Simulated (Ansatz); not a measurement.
```xyz
10

Si   -1.0505   -1.2790   -0.5326
B     0.4884   -0.2097    0.1995
N     0.8976    0.0603    1.5779
C     1.0657    1.2063    0.9830
N     1.2444    0.9495   -0.3826
H    -2.2425   -0.3882   -0.6176
H    -0.7472   -1.7670   -1.9056
H    -1.3738   -2.4372    0.3376
H     0.9374    2.2088    1.4027
H     0.8637    1.6050   -1.0593
```

Geometry: PBE0-D4/def2-TZVP.

Method: Ansatz 0.2.0, RKS PBE0-D4/def2-TZVPP.

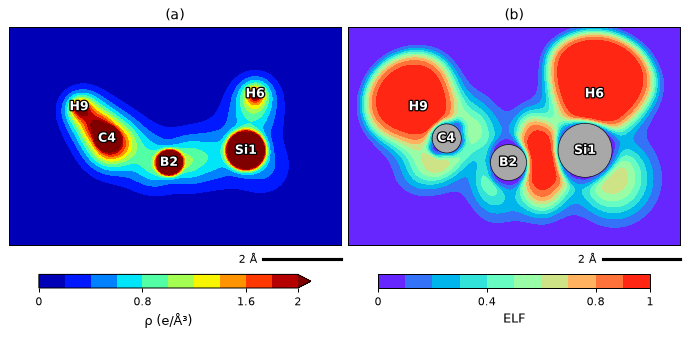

CH5BN2Si. (a) total electron density; (b) ELF on the plane of atoms B2, C4 and H9. Grey discs cover the atomic cores in the ELF map.

Read the bonding off the picture.

Answer.
- The section cuts through Si, B, C and H sites.
- C–B (1.72 Å): ρ is about 0.94 e/Å³ halfway; the ELF is about 0.40 at the midpoint.
- Si–B (2.01 Å): ρ at the midpoint is about 0.8 e/Å³; the ELF peaks at about 1 between the atoms (a shared electron pair).
- C–H (1.09 Å): ρ is about 2.1 e/Å³ halfway; the ELF climbs to about 1 towards the hydrogen, as it does in any bond to H: a covalent bond by its length.
